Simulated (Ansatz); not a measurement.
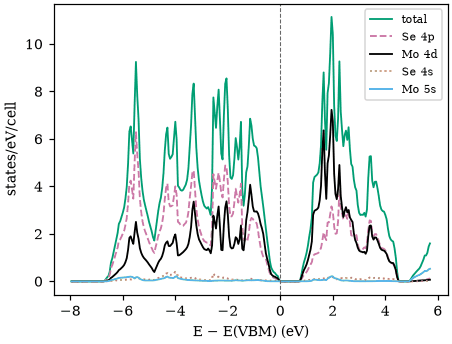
Figure: Total and projected density of states of MoSe$_{2}$ in space group P6_3/mmc (No. 194; Mo on 2c, Se on 4f), LDA in the plane-wave PAW code Ansatz

**Question.** Which orbitals carry the states next to the gap?

**Answer.** Top 1 eV of the valence band: Mo 4d 56 %, Se 4p 40 %. Bottom 1 eV of the conduction band: Mo 4d 68 %, Se 4p 26 %. Projections are on Löwdin-orthogonalised atomic valence shells; empty p or d shells of many metals are not among them.

**Question.** Where is the tallest occupied peak in this window, and what makes it?

**Answer.** Near -5.5 eV, about 9.2 states/eV per cell; the largest projected share is Se 4p.

Symmetry was held in the LDA relaxation; phonons on a q-mesh show no instability. No spin polarisation was allowed. A crystal of weakly bound layers computed without a dispersion correction: the cell and the soft elastic constants depend strongly on that. Spin–orbit coupling is left out wherever it is not named.

Potentials: the later of the program's two PAW sets.
